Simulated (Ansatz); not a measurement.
**Mo wire along [110], 11 atoms a period: bands along the axis**

What gap, if any, does the Mo wire along [110], 11 atoms a period have, and how many channels would it open?

Main program and level: Ansatz 0.2.0; DFT PBE, plane waves, PAW; relaxation of a wire's period; PAW set soft_1, in the first sound run; inputs show where later runs differ.

**1. Set-up**

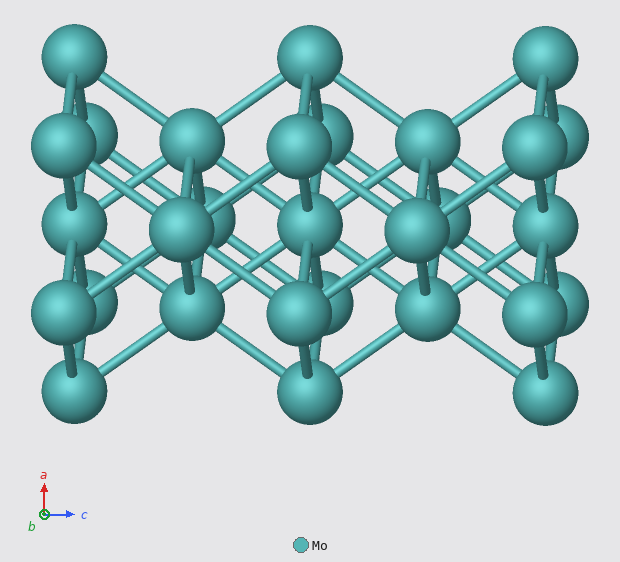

Start, viewed from the side, with the c axis across the page; molybdenum teal. 1×1×2 cells are drawn. Some periodic images of atoms are drawn too.

The cell holds 11 atoms: 11 Mo. Cell: a = 13.120 Å, b = 11.269 Å, c = 4.469 Å, α = 90.0°, β = 90.0°, γ = 90.0°. Vacuum lies along a and b. The structure's axis is c.

Coordinates:

```cif
data_structure
_symmetry_space_group_name_H-M 'P 1'
_symmetry_Int_Tables_number 1
_cell_length_a 13.1200
_cell_length_b 11.2690
_cell_length_c 4.4689
_cell_angle_alpha 90.000
_cell_angle_beta 90.000
_cell_angle_gamma 90.000
_cell_volume 660.73
loop_
_atom_site_label
_atom_site_type_symbol
_atom_site_fract_x
_atom_site_fract_y
_atom_site_fract_z
_atom_site_occupancy
Mo1 Mo 0.25915 0.50000 0.00000 1
Mo2 Mo 0.37957 0.69828 0.00000 1
Mo3 Mo 0.50000 0.50000 0.00000 1
Mo4 Mo 0.62043 0.69828 0.00000 1
Mo5 Mo 0.74085 0.50000 0.00000 1
Mo6 Mo 0.37957 0.50000 0.50000 1
Mo7 Mo 0.50000 0.30171 0.50000 1
Mo8 Mo 0.50000 0.69828 0.50000 1
Mo9 Mo 0.62043 0.50000 0.50000 1
Mo10 Mo 0.37957 0.30171 0.00000 1
Mo11 Mo 0.62043 0.30171 0.00000 1
```

**2. Relaxation of atoms and period**

Band widths follow the bond lengths, so the wire is relaxed first. The atoms and the third cell vector are free; the box across stays fixed as vacuum. A Fermi-Dirac smearing is set since the result may be a metal. The pressure printed is a third of the stress's trace over the whole box, vacuum included; only the stress along the axis is relaxed.

input.yaml

```yaml
crystal:
  lattice:
    - [13.12, 0.0, 0.0]
    - [0.0, 11.269, 0.0]
    - [0.0, 0.0, 4.4689148571]
  atoms:
    - { symbol: Mo, position: [0.259146341, 0.499996222, 0.0] }
    - { symbol: Mo, position: [0.379573171, 0.698279781, 0.0] }
    - { symbol: Mo, position: [0.5, 0.499996222, 0.0] }
    - { symbol: Mo, position: [0.620426829, 0.698279781, 0.0] }
    - { symbol: Mo, position: [0.740853659, 0.499996222, 0.0] }
    - { symbol: Mo, position: [0.379573171, 0.499996222, 0.5] }
    - { symbol: Mo, position: [0.5, 0.301712663, 0.5] }
    - { symbol: Mo, position: [0.5, 0.698279781, 0.5] }
    - { symbol: Mo, position: [0.620426829, 0.499996222, 0.5] }
    - { symbol: Mo, position: [0.379573171, 0.301712663, 0.0] }
    - { symbol: Mo, position: [0.620426829, 0.301712663, 0.0] }
kpoints:
  mp_grid: { grid: [1, 1, 18] }
scf:
  occupations: { method: fermi_dirac, width: 0.05 }
hamiltonian:
  xc: pbe
  pseudopotentials: { kind: paw, azcp: { folder: soft_1 } }
relax:
  cell: { fix: [a, b, alpha, beta, gamma] }
  max_steps: 45
  f_tol: 0.03
```

Command:

```
$ ansatz run input.yaml --threads 4 --pin off --max-ram 16384MiB --backend cpu --events-out ev --progress --plain --runs-dir out
```

Numbers of over 12 decimals in the logs are rounded to 6 here.

Output:

```text
Engine: ansatz 0.2.0, aarch64-unknown-linux-gnu
Pseudopotentials: kind: paw
Pseudopotential: Mo, paw, valence charge 14, recommended cutoff 420 eV (normal), soft_1/Mo.paw.azcp
Functional definition: PBE
  parameter kappa = 0.804
  parameter beta = 0.066725
  exchange = pbe_x(kappa = kappa, mu = beta*pi^2/3)
  correlation = pbe_c(beta = beta)
Crystal: 11 atoms, lattice volume = 660.726 Å³
Basis set: ecut = 420 eV, 12933 PW (Γ), exchange–correlation on 180×160×60 points (8 copies of the dense FFT grid, shifted against one another)
Bands: 93, of which v1, the nominal top of the filled ones, is band 77 counted from 1 (76 counted from 0)
Symmetry: 8 space group operations
Space group: Pmmm (ITA 47), of the structure as read, at distance tolerance 8.7e-5 Å
k-points: 10 of 18
Non-local potential: Mo, projectors of the file, l = 0: 3, l = 1: 2, l = 2: 2, l = 3: 1
PAW form: soft (Blöchl's): semilocal exchange-correlation on the pseudo side does not see the compensation charge
PAW one-centre angular grid: Mo, 590 points (default); XC on 64 Gauss nodes
Initial density: superposition of atomic densities (neutral atoms: chi_scale 0, normalization atom)
Initial wavefunctions: pseudopotential atomic-orbital guess
Functional: x = pbe(κ = 0.804, μ = 0.219515), c = pbe(β = 0.066725)
SCF iter   1: F=—  HF=-54507.126969 eV  |F-HF|=—  |Δ(HF+E_count)|=         —  Δρ=5.63e-2  dr2=7.51e1  ethr=3.10e-3  ⟨swp⟩=10.2  Hψ=4016  notcnv=0
preconditioner: auto → LDOS  [metal: Δε(μ)=0.041 eV  Ē_g=3.571 eV  σ=0.050 eV  W_gap=0.20  n_scr=112 (ndim 8)  ℏωp=11.7 eV  f_vac=0.534  D(μ)=13.68/eV (n_scr^D=88)  β→1.0]
SCF iter   2: F=—  HF=-54505.851612 eV  |F-HF|=—  |Δ(HF+E_count)|=    1.28e0  Δρ=6.51e-2  dr2=1.32e2  ethr=3.10e-3  ⟨swp⟩=6.2  Hψ=3110  notcnv=0
SCF iter   3: F=—  HF=-54495.112782 eV  |F-HF|=—  |Δ(HF+E_count)|=    1.07e1  Δρ=1.32e-2  dr2=3.38e0  ethr=3.10e-3  ⟨swp⟩=4.2  Hψ=2548  notcnv=0
SCF iter   4: F=—  HF=-54494.917024 eV  |F-HF|=—  |Δ(HF+E_count)|=   1.96e-1  Δρ=5.25e-3  dr2=7.73e-1  ethr=2.19e-3  ⟨swp⟩=3.0  Hψ=1190  notcnv=0
SCF iter   5: F=—  HF=-54494.863587 eV  |F-HF|=—  |Δ(HF+E_count)|=   5.34e-2  Δρ=2.53e-3  dr2=7.25e-2  ethr=5.02e-4  ⟨swp⟩=2.9  Hψ=1456  notcnv=0
SCF iter   6: F=—  HF=-54494.864984 eV  |F-HF|=—  |Δ(HF+E_count)|=   1.40e-3  Δρ=1.50e-3  dr2=3.24e-2  ethr=4.71e-5  ⟨swp⟩=4.0  Hψ=1497  notcnv=0  defer=1
SCF iter   7: F=—  HF=-54494.864184 eV  |F-HF|=—  |Δ(HF+E_count)|=   8.00e-4  Δρ=6.69e-4  dr2=6.02e-3  ethr=2.10e-5  ⟨swp⟩=2.0  Hψ=1187  notcnv=0
SCF iter   8: F=—  HF=-54494.863893 eV  |F-HF|=—  |Δ(HF+E_count)|=   2.91e-4  Δρ=1.67e-4  dr2=5.56e-4  ethr=3.91e-6  ⟨swp⟩=2.1  Hψ=1240  notcnv=0
SCF iter   9: F=—  HF=-54494.863908 eV  |F-HF|=—  |Δ(HF+E_count)|=   1.57e-5  Δρ=7.80e-5  dr2=1.46e-4  ethr=3.61e-7  ⟨swp⟩=2.7  Hψ=1324  notcnv=0
SCF iter  10: F=—  HF=-54494.863909 eV  |F-HF|=—  |Δ(HF+E_count)|=   7.01e-7  Δρ=4.18e-5  dr2=3.93e-5  ethr=9.49e-8  ⟨swp⟩=2.0  Hψ=1282  notcnv=0
SCF iter  11: F=—  HF=-54494.863755 eV  |F-HF|=—  |Δ(HF+E_count)|=   1.54e-4  Δρ=1.43e-5  dr2=1.86e-6  ethr=2.55e-8  ⟨swp⟩=2.0  Hψ=1251  notcnv=0
SCF iter  12: F=—  HF=-54494.863756 eV  |F-HF|=—  |Δ(HF+E_count)|=   7.08e-7  Δρ=1.01e-5  dr2=1.81e-6  ethr=1.21e-9  ⟨swp⟩=3.5  Hψ=1884  notcnv=0
SCF iter  13: F=—  HF=-54494.863756 eV  |F-HF|=—  |Δ(HF+E_count)|=   4.10e-8  Δρ=3.95e-6  dr2=2.56e-7  ethr=1.17e-9  ⟨swp⟩=2.0  Hψ=1194  notcnv=0
SCF iter  14: F=-54494.863756 eV  HF=-54494.863756 eV  |F-HF|=2.78e-9  |Δ(HF+E_count)|=   1.80e-8  Δρ=8.96e-7  dr2=8.67e-9  ethr=6.49e-11  ⟨swp⟩=5.5  Hψ=2893  notcnv=0
SCF 1 converged in 14 iterations: F = -54494.863756 eV  dr2 = 8.67e-9
  greatest PAW one-centre occupation: 0.999 electrons in one spin orbital (limit 2), on the Mo atom at site 2 (counted from 0), in its partial waves of l = 0
relax step   1: F+E_penalty+E_count = -54494.86375572 eV  Δ(F+E_penalty+E_count) = +0.000e0 eV  max|allowed force component| = 3.633e0 eV/Å  Δτ_max = 0.0000 Å  P = -6.844 GPa  Ω = 660.726 Å³  fix = [a, b, alpha, beta, gamma]  reactions: a -6.425, b -6.530 GPa  (14 SCF iters, dr2 threshold 1.00e-7 eV, accepted)
Crystal: 11 atoms, lattice volume = 645.807 Å³
Basis set: ecut = 420 eV, 12629 PW (Γ), exchange–correlation on 180×160×60 points (8 copies of the dense FFT grid, shifted against one another)
Initial density: handed on by an earlier stage of this run
Initial wavefunctions: those handed on with the density
SCF iter   1: F=—  HF=-54497.831221 eV  |F-HF|=—  |Δ(HF+E_count)|=         —  Δρ=1.68e-2  dr2=5.15e0  ethr=3.10e-3  ⟨swp⟩=12.2  Hψ=4494  notcnv=0
preconditioner: auto → LDOS  [metal: Δε(μ)=0.042 eV  Ē_g=3.291 eV  σ=0.050 eV  W_gap=0.20  n_scr=112 (ndim 8)  ℏωp=11.9 eV  f_vac=0.571  D(μ)=13.43/eV (n_scr^D=88)  β→1.0]
SCF iter   2: F=—  HF=-54497.950572 eV  |F-HF|=—  |Δ(HF+E_count)|=   1.19e-1  Δρ=1.65e-2  dr2=6.50e0  ethr=3.10e-3  ⟨swp⟩=4.1  Hψ=1649  notcnv=0
SCF iter   3: F=—  HF=-54497.489697 eV  |F-HF|=—  |Δ(HF+E_count)|=   4.61e-1  Δρ=3.63e-3  dr2=2.26e-1  ethr=3.10e-3  ⟨swp⟩=2.7  Hψ=1539  notcnv=0
SCF iter   4: F=—  HF=-54497.475666 eV  |F-HF|=—  |Δ(HF+E_count)|=   1.40e-2  Δρ=1.22e-3  dr2=2.38e-2  ethr=1.47e-4  ⟨swp⟩=3.1  Hψ=1579  notcnv=0
SCF iter   5: F=—  HF=-54497.474635 eV  |F-HF|=—  |Δ(HF+E_count)|=   1.03e-3  Δρ=3.73e-4  dr2=1.60e-3  ethr=1.54e-5  ⟨swp⟩=2.0  Hψ=1343  notcnv=0
SCF iter   6: F=—  HF=-54497.474810 eV  |F-HF|=—  |Δ(HF+E_count)|=   1.75e-4  Δρ=1.43e-4  dr2=3.06e-4  ethr=1.04e-6  ⟨swp⟩=2.5  Hψ=1269  notcnv=0
SCF iter   7: F=—  HF=-54497.474553 eV  |F-HF|=—  |Δ(HF+E_count)|=   2.56e-4  Δρ=4.44e-5  dr2=2.66e-5  ethr=1.98e-7  ⟨swp⟩=2.0  Hψ=1278  notcnv=0
SCF iter   8: F=—  HF=-54497.474559 eV  |F-HF|=—  |Δ(HF+E_count)|=   5.95e-6  Δρ=1.51e-5  dr2=4.67e-6  ethr=1.73e-8  ⟨swp⟩=2.3  Hψ=1338  notcnv=0
SCF iter   9: F=-54497.474560 eV  HF=-54497.474560 eV  |F-HF|=3.14e-8  |Δ(HF+E_count)|=   4.54e-7  Δρ=5.85e-6  dr2=4.19e-7  ethr=7.14e-10  ⟨swp⟩=5.7  Hψ=3483  notcnv=0
SCF 2 converged in 9 iterations: F = -54497.474560 eV  dr2 = 4.19e-7
relax step   2: F+E_penalty+E_count = -54497.47455981 eV  Δ(F+E_penalty+E_count) = -2.611e0 eV  max|allowed force component| = 1.249e0 eV/Å  Δτ_max = 0.1950 Å  P = -2.360 GPa  Ω = 645.807 Å³  energy of the carried Pulay correction = +8.196e-4 eV  fix = [a, b, alpha, beta, gamma]  reactions: a -2.053, b -1.897 GPa  (9 SCF iters, dr2 threshold 1.10e-6 eV, accepted)
Crystal: 11 atoms, lattice volume = 634.924 Å³
Basis set: ecut = 420 eV, 12409 PW (Γ), exchange–correlation on 180×160×60 points (8 copies of the dense FFT grid, shifted against one another)
[...]
SCF iter   9: F=-54497.739606 eV  HF=-54497.739606 eV  |F-HF|=4.29e-8  |Δ(HF+E_count)|=   2.01e-6  Δρ=7.13e-6  dr2=5.81e-7  ethr=7.14e-10  ⟨swp⟩=5.8  Hψ=3458  notcnv=0
SCF 3 converged in 9 iterations: F = -54497.739606 eV  dr2 = 5.81e-7
relax step   3: F+E_penalty+E_count = -54497.73960582 eV  Δ(F+E_penalty+E_count) = -2.650e-1 eV  max|allowed force component| = 1.129e0 eV/Å  Δτ_max = 0.1948 Å  P = +0.785 GPa  Ω = 634.924 Å³  energy of the carried Pulay correction = +1.429e-3 eV  fix = [a, b, alpha, beta, gamma]  reactions: a +0.788, b +1.278 GPa  (9 SCF iters, dr2 threshold 1.10e-6 eV, accepted)
[...]
relax step   4: F+E_penalty+E_count = -54497.84325556 eV  Δ(F+E_penalty+E_count) = -1.036e-1 eV  max|allowed force component| = 5.012e-1 eV/Å  Δτ_max = 0.0910 Å  P = +0.661 GPa  Ω = 619.551 Å³  energy of the carried Pulay correction = +2.308e-3 eV  fix = [a, b, alpha, beta, gamma]  reactions: a -0.204, b +1.197 GPa  (8 SCF iters, dr2 threshold 1.10e-6 eV, accepted)
[...]
relax step   5: F+E_penalty+E_count = -54497.93661101 eV  Δ(F+E_penalty+E_count) = -9.336e-2 eV  max|allowed force component| = 2.041e-1 eV/Å  Δτ_max = 0.0646 Å  P = -0.001 GPa  Ω = 627.424 Å³  energy of the carried Pulay correction = +1.856e-3 eV  fix = [a, b, alpha, beta, gamma]  reactions: a +0.202, b -0.063 GPa  (9 SCF iters, dr2 threshold 1.10e-6 eV, accepted)
[...]
relax step   6: F+E_penalty+E_count = -54497.94900678 eV  Δ(F+E_penalty+E_count) = -1.240e-2 eV  max|allowed force component| = 4.883e-2 eV/Å  Δτ_max = 0.0271 Å  P = -0.078 GPa  Ω = 627.053 Å³  energy of the carried Pulay correction = +1.877e-3 eV  fix = [a, b, alpha, beta, gamma]  reactions: a -0.030, b -0.034 GPa  (7 SCF iters, dr2 threshold 1.10e-6 eV, accepted)
[...]
relax step   7: F+E_penalty+E_count = -54497.95084542 eV  Δ(F+E_penalty+E_count) = -1.839e-3 eV  max|allowed force component| = 1.603e-2 eV/Å  Δτ_max = 0.0057 Å  P = -0.039 GPa  Ω = 625.246 Å³  energy of the carried Pulay correction = +1.980e-3 eV  fix = [a, b, alpha, beta, gamma]  reactions: a -0.023, b -0.072 GPa  (7 SCF iters, dr2 threshold 1.49e-7 eV, accepted)
Initial wavefunctions: pseudopotential atomic-orbital guess (no wavefunctions were taken with the density)
iter 1 solved again at ethr=2.44e-6 eV; its pass at ethr=3.10e-3 eV (dr2=3.76e-3 eV) is discarded
SCF iter   1: F=—  HF=-54497.948742 eV  |F-HF|=—  |Δ(HF+E_count)|=         —  Δρ=6.68e-5  dr2=4.51e-6  ethr=2.44e-6  ⟨swp⟩=4.0  Hψ=6251  notcnv=0
eigensolver tolerance schedule: the retry pair's looser diagonalisation over-reported the residual by 832.91 of it (diagonalisation noise at 1.91 of the residual, at the tolerance the schedule requests for it); recorded, not acted on — ethr = c·dr2/N_el stays at c = 1.0e-1
preconditioner: auto → LDOS  [metal: Δε(μ)=0.015 eV  Ē_g=3.372 eV  σ=0.050 eV  W_gap=0.07  n_scr=112 (ndim 8)  ℏωp=12.1 eV  f_vac=0.572  D(μ)=12.29/eV (n_scr^D=74)  β→1.0]
SCF iter   2: F=—  HF=-54497.948457 eV  |F-HF|=—  |Δ(HF+E_count)|=   2.85e-4  Δρ=1.38e-5  dr2=9.89e-7  ethr=2.93e-9  ⟨swp⟩=3.7  Hψ=2416  notcnv=0
SCF iter   3: F=—  HF=-54497.948457 eV  |F-HF|=—  |Δ(HF+E_count)|=   2.38e-7  Δρ=5.42e-6  dr2=4.44e-7  ethr=6.43e-10  ⟨swp⟩=2.0  Hψ=1712  notcnv=0
SCF iter   4: F=—  HF=-54497.948457 eV  |F-HF|=—  |Δ(HF+E_count)|=   5.89e-8  Δρ=2.26e-6  dr2=7.81e-8  ethr=2.88e-10  ⟨swp⟩=2.3  Hψ=1345  notcnv=0
SCF iter   5: F=—  HF=-54497.948457 eV  |F-HF|=—  |Δ(HF+E_count)|=   8.60e-9  Δρ=7.07e-7  dr2=6.76e-9  ethr=5.07e-11  ⟨swp⟩=2.5  Hψ=1285  notcnv=0
SCF iter   6: F=—  HF=-54497.948457 eV  |F-HF|=—  |Δ(HF+E_count)|=  5.38e-10  Δρ=3.22e-7  dr2=1.77e-9  ethr=4.39e-12  ⟨swp⟩=2.3  Hψ=1310  notcnv=0
SCF iter   7: F=—  HF=-54497.948457 eV  |F-HF|=—  |Δ(HF+E_count)|=  1.67e-10  Δρ=2.78e-7  dr2=1.71e-9  ethr=1.15e-12  ⟨swp⟩=2.3  Hψ=1298  notcnv=0
SCF iter   8: F=—  HF=-54497.948457 eV  |F-HF|=—  |Δ(HF+E_count)|=  4.37e-11  Δρ=8.72e-8  dr2=1.84e-10  ethr=1.11e-12  ⟨swp⟩=2.0  Hψ=1329  notcnv=0
SCF iter   9: F=-54497.948457 eV  HF=-54497.948457 eV  |F-HF|=0.00e0  |Δ(HF+E_count)|=  2.18e-11  Δρ=3.12e-8  dr2=1.76e-11  ethr=1.00e-12  ⟨swp⟩=5.0  Hψ=3013  notcnv=0
SCF 8 converged in 9 iterations: F = -54497.948457 eV  dr2 = 1.76e-11
relax step   8: F+E_penalty+E_count = -54497.94845690 eV  Δ(F+E_penalty+E_count) = +2.389e-3 eV  max|allowed force component| = 1.613e-2 eV/Å  Δτ_max = 0.0000 Å  P = -0.036 GPa  Ω = 625.246 Å³  fix = [a, b, alpha, beta, gamma]  reactions: a -0.019, b -0.069 GPa  stress off target by 2.03e-2 GPa on what of the cell is left free  SCF on the basis re-selected at this cell (its energy is not comparable with the rows above)  (9 SCF iters)
basis re-selected at this cell: Δ(F+E_penalty+E_count) = +2.389e-3 eV, ΔP = +0.002 GPa vs the last step (what re-selecting the basis moved, of the pressure what is left beyond the Pulay correction that the steps carried, after the strain that the cell walked since its last selection, with what the two solves' SCF thresholds leave and, on support functions, any second-order correction that the steps lacked; it is no m [...]
SCF converged after 9 iterations
Free energy (F): -54497.948457 eV
Harris-Foulkes:  -54497.948457 eV  (|F-HF|=0.00e0)
Internal energy: -54497.845957 eV  (E = F + TS)
E sigma→0 (E₀):  -54497.897207 eV
Entropy (-TS):   -0.102500 eV (-9.318 meV/atom)
Fermi energy:    3.405550 eV
--- Per-component energies (eV) ---
  E_band       = -3291.891648
  E_kinetic    = 4647.231915
  E_local      = -65981.052428  (includes V_loc(G=0)·N_el)
  E_nonlocal   = 1659.364507
  E_hartree    = 30275.374727
  E_xc         = -1923.173699
  E_vxc        = -2395.583479  (∫ρ·V_xc dr)
  E_paw        = -35340.118925  (= ΣΔE_a)
  E_vpaw       = -1772.601506  (= ΣTr[D̂ρ^β])
  E_aug_tail   = 0.000549  (compensation charges beyond the density's cutoff)
  E_ewald      = 12164.527398
  E_smearing   = -0.102500  (= −TS)
  E_closure    = 0.000000  (closes the sum)
  Σ components = -54497.948457   (vs F -54497.948457, Δ=0.00e0)
--- Forces (eV/Å), atoms counted from 1 ---
  atom   1  Mo     0.00090982     0.00000000     0.00000000
  atom   2  Mo    -0.00150875     0.01613435     0.00000000
  atom   3  Mo    -0.00000000     0.00000000     0.00000000
  atom   4  Mo     0.00150875     0.01613435     0.00000000
  atom   5  Mo    -0.00090982    -0.00000000    -0.00000000
  atom   6  Mo    -0.00376902    -0.00000000    -0.00000000
  atom   7  Mo    -0.00000000    -0.00753588    -0.00000000
  atom   8  Mo     0.00000000     0.00753588     0.00000000
  atom   9  Mo     0.00376902     0.00000000     0.00000000
  atom  10  Mo    -0.00150875    -0.01613435    -0.00000000
  atom  11  Mo     0.00150875    -0.01613435    -0.00000000
  max |Σ_I F_I| component: 6.94e-18 eV/Å
--- Stress (GPa, compression-positive) ---
       -0.019404      -0.000000      -0.000000
       -0.000000      -0.069450      -0.000000
       -0.000000      -0.000000      -0.020292
  P = ⅓ Tr σ = -0.0364 GPa (-0.364 kbar)
--- Relaxed structure (7 steps of the walk, 7 accepted, 1 SCFs on fresh bases) ---
  F+E_penalty+E_count = -54497.94845690 eV   max|allowed force component| = 1.613e-2 eV/Å   (the final SCF, on the basis selected at the relaxed cell)
  cell:  # Å, volume = 625.2461 Å³
    - [13.12, 0, 0]
    - [0, 11.269, 0]
    - [0, 0, 4.228942]
  atoms:
    - { symbol: Mo, position: [0.276945, 0.499996, 0.0] }
    - { symbol: Mo, position: [0.388396, 0.693290, 0.0] }
    - { symbol: Mo, position: [0.500000, 0.499996, 0.0] }
    - { symbol: Mo, position: [0.611604, 0.693290, 0.0] }
    - { symbol: Mo, position: [0.723055, 0.499996, 0.0] }
    - { symbol: Mo, position: [0.370177, 0.499996, 0.500000] }
    - { symbol: Mo, position: [0.500000, 0.319804, 0.500000] }
    - { symbol: Mo, position: [0.500000, 0.680188, 0.500000] }
    - { symbol: Mo, position: [0.629823, 0.499996, 0.500000] }
    - { symbol: Mo, position: [0.388396, 0.306702, 0.0] }
    - { symbol: Mo, position: [0.611604, 0.306702, 0.0] }
```

Run time: 1.8 min. Hardware: 4 threads of Arm Neoverse V1, shared host; peak memory 1.7 GiB; 7 min of CPU time.

(Part 1 of 2 ends here.)

[Logs are printed without paths, hosts, clocks, repeated set-up lines and the standing remarks that a program may print on its own settings, such as how far it seeks lower states.]

[Hosts, paths, dates, database ids (printed as entryN), source tags and the programs' standing remarks are cut or masked in the printed files.]
